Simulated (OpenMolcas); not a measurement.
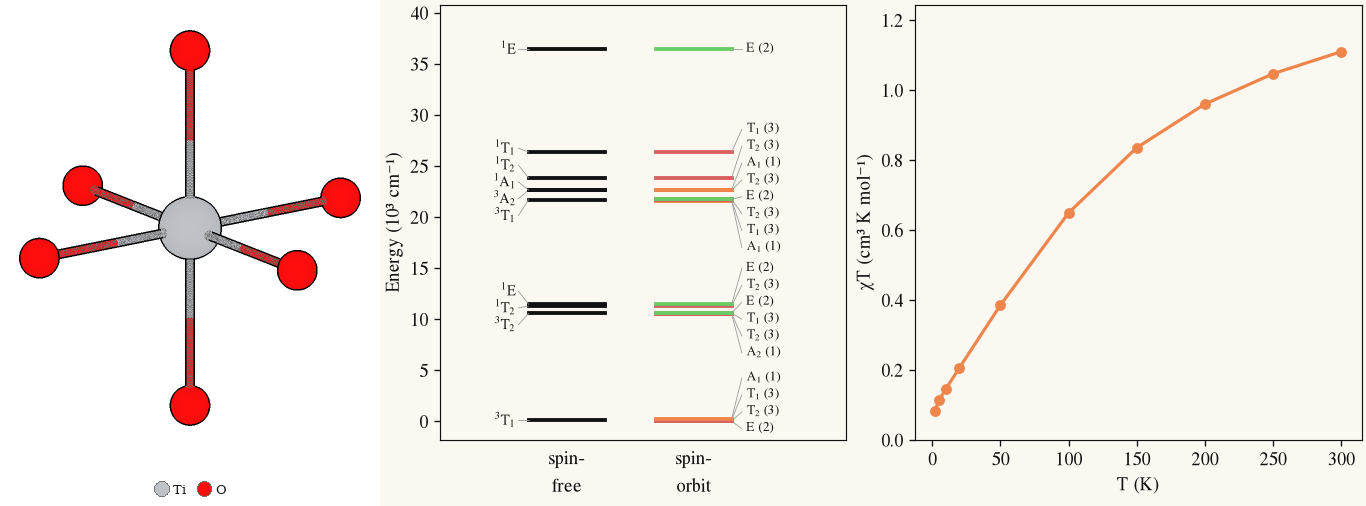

Ti²⁺ (3d²) as a dopant in CaO, a cluster with its 6 nearest O²⁻ at 2.405 Å (octahedron) embedded in model potentials and point charges; the geometry was set, not optimised, and its levels and susceptibility. Labels give the representation in O, Td, D4 or D3 as the site allows (double group for half-integer spin) where it could be assigned and, in brackets, the degeneracy; spin-free states, where drawn, share the zero of the spin-orbit levels. Computed with OpenMolcas: state-averaged CASSCF, active space 2 electrons in the shell 3d, basis ANO-RCC-VTZP on the metal and ANO-RCC-VDZP on the ligands, DKH2 scalar Hamiltonian, spin-orbit coupling by RASSI with atomic mean-field integrals. Powder susceptibility by Van Vleck's formula.

> Give the ground level, the first gap and the ligand-field bands.

The ground level is E, doubly degenerate, 100 % from states of spin multiplicity 3. Its principal g values are all close to zero. The next level lies at 2.4 cm⁻¹ (T₂). The lowest spin-free state is ³T₁, from the free-ion F term; of the same spin there follow at 10,500 cm⁻¹ (³T₂), 21,600 cm⁻¹ (³T₁) and 22,500 cm⁻¹ (³A₂) above it. A ligand-field fit to the spin-free states gives |10Dq| = 12,300 cm⁻¹, B = 811 and C = 3,010 cm⁻¹ (rms misfit 200 cm⁻¹). χT is 0.0814 cm³ K mol⁻¹ at 2 K and 1.11 at 300 K, an effective moment of 2.98 μB. The active orbitals hold 92 to 97 % metal character (Löwdin), and the Mulliken charge of the metal is +1.60.

Limits of the model: the geometry is set by hand, with no relaxation and no charge compensation.
